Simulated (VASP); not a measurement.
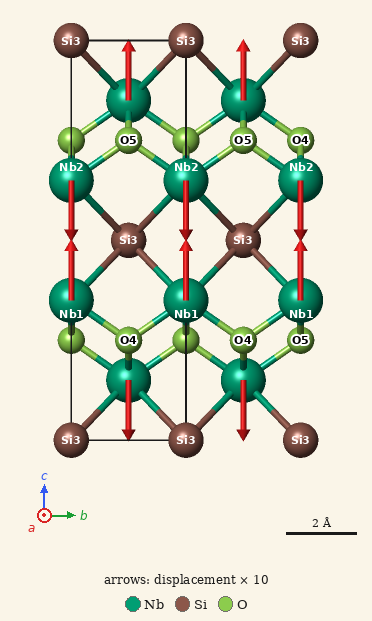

This is a relaxation of crystalline Nb₂SiO₂ (a generated structure, set up in I4/mmm). The starting structure is drawn; red arrows show the displacements (the part carried along by the change of the cell is left out), magnified 10 times.

Style: ball-and-stick. Shown: the conventional cell (2 times the calculation's cell), repeated 1 × 2 × 1 with one cell outlined, along the a axis. Lengths and directions refer to the drawn axes.

The run lets cell and atoms move.

Computed with Kohn-Sham DFT of a periodic cell, PBE, VASP PAW PBE potentials, recommended in VASP.

Input file:
```
SYSTEM = Nb2SiO2
PREC = Normal
ENCUT = 520
EDIFF = 1E-4
ISMEAR = 0
SIGMA = 0.15
LREAL = .False.
LASPH = .True.
NELM = 60
ALGO = Fast
ISIF = 3
LWAVE = .False.
LCHARG = .False.
GGA = PE
IBRION = 2
NSW = 24
EDIFFG = -0.08
```

Launched with:
```bash
cat potpaw_PBE.64/Nb_sv/POTCAR potpaw_PBE.64/Si/POTCAR potpaw_PBE.64/O/POTCAR > POTCAR
mpirun -np 1 vasp_std > vasp.out
```

### Which element moves most?

Niobium: up to 0.18 Å, against 0.00 Å for oxygen.

### Describe the change and its energy.

The largest moves relative to the cell, 0.18 Å, are those of Nb1 and Nb2. Nb2 goes along −c. O and Si stay in place. Cell: a = b 3.300 → 3.437 Å (+4.2 %), c 11.500 → 10.797 Å (−6.1 %). Volume +1.9 %. Some distances before and after: Nb1–Nb2 3.450 → 2.885 Å, Nb1–Nb2 (another image) 3.276 → 3.496 Å, Nb1–O4 2.011 → 2.129 Å, Nb1–Si3 2.902 → 2.827 Å. Bond angles that change, for instance: Nb1–O5–Nb1 110.2° → 107.7°. The space group stays I4/mmm (No. 139). After 6 geometry steps the energy has fallen by 1.455 eV per cell of the calculation. Largest force component: 5.3 eV/Å at the start, 0.02 eV/Å at the end. The pressure goes from 20.13 to 0.24 GPa. At step 1 the optimiser overshot: the energy rose above the start, and later steps came back. It ran on 1 thread of AMD EPYC 7R43 64-Core Processor (Zen 3), with other jobs on the host.
